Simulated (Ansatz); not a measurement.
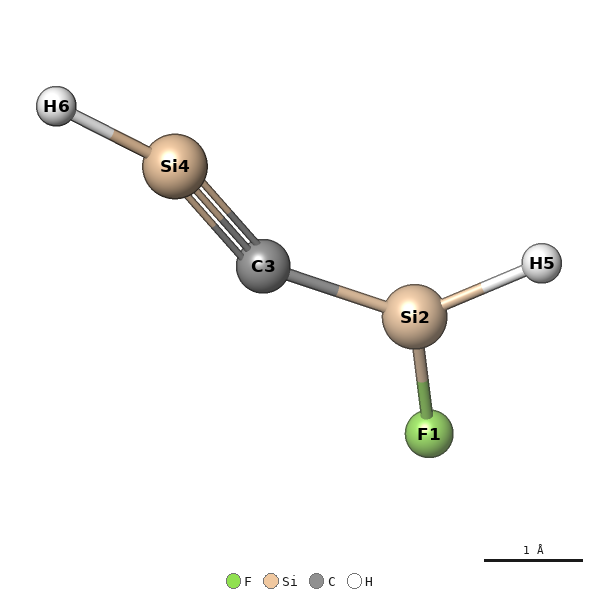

The view is orthographic, and the bar gives the scale. The species has charge +1 and is a spin singlet. Computed geometry: PBE0-D4/def2-TZVP optimisation. No frequency run is at hand to confirm it as a minimum.

Write Cartesian coordinates in Å in the frame of the picture: x to the right, y up, z towards the viewer, origin at the mean of the atomic positions.

```xyz
6
CH2FSi2
F    1.19  -1.80  -1.50
Si   1.04  -0.60  -0.53
C   -0.51  -0.08  -0.04
Si  -1.42   0.95   0.83
H    2.34  -0.05  -0.15
H   -2.64   1.57   1.38
```
